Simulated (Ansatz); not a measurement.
Input file:

```
crystal:
  periodic: [false, false, false]
  atoms:
    - {symbol: S, position_ang: [-1.966635, -0.241222, 0.135829]}
    - {symbol: P, position_ang: [-0.392887, -1.442906, 0.831604]}
    - {symbol: S, position_ang: [0.737349, -1.592054, -0.930560]}
    - {symbol: P, position_ang: [0.924813, 0.404119, -1.518985]}
    - {symbol: P, position_ang: [-0.956859, 1.344133, -0.776911]}
    - {symbol: P, position_ang: [0.921558, 1.518538, 0.413113]}
    - {symbol: S, position_ang: [0.732663, 0.009401, 1.845921]}
basis:
  gaussian: {orbitals: def2-TZVPP}
hamiltonian: {xc: pbe0, dispersion: d4}
output: {orbitals: {seedname: orbitals}}
```

Launched as:

```sh
ansatz run in.yaml --threads 2 --pin off --events-out ev --progress --plain --max-ram 22528MiB --backend cuda --devices 0, --max-vram 18GiB
```

Geometry: PBE0-D4/def2-TZVP.

These are results of Ansatz, RKS PBE0-D4/def2-TZVPP, not measurements.

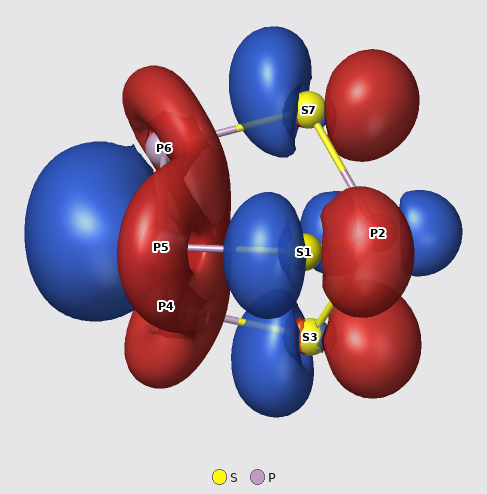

P$_{4}$S$_{3}$ (SMILES s1p2sp3p1p3s2). The LUMO at ±0.1 Å⁻³ᐟ² (red and blue are the two phases), seen across its widest extent.

Question: What is the character of this orbital?

Answer: It lies mainly on P4 (about 15 %), P5 (about 15 %), P6 (about 15 %), S1 (about 15 %), S7 (about 15 %) and S3 (about 15 %). Its energy is −2.28 eV.
